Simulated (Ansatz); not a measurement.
We consider antifluorite K₂S, described by rVV10 (PAW; Ansatz, a program for electronic structure).

Numerical settings: plane-wave cutoff 520 eV, 8×8×8 k mesh, Fermi–Dirac smearing 0.01 eV, scalar-relativistic PAW data made under PBE.

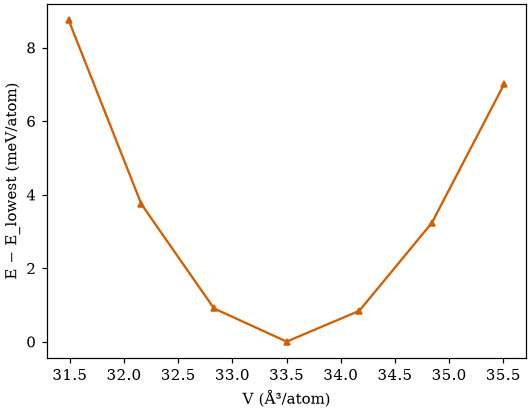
Figure: Total energy against volume

### Question
From the curve, estimate the equilibrium volume and the bulk modulus.

### Answer
V0 ≈ 33.5 Å³/atom and B0 ≈ 21 GPa; the fit gives V0 = 33.501 Å³/atom, B0 = 20.7 GPa, B′ = 4.4.

Measured, for comparison: equilibrium volume per atom 33.65 Å³/atom (temperature not stated, no zero-point or thermal correction; as tabulated in Syrotyuk et al. (2015), arXiv:1510.06546). Computed (rounded) less measured: equilibrium volume per atom -0.4 %. A static lattice is as a rule a little smaller and stiffer than an uncorrected measurement, which narrows the difference in the equilibrium volume per atom and would widen misses of the other sign.

Static lattice: no zero-point or thermal effects.

Cost on a shared machine: roughly 50 core-seconds.
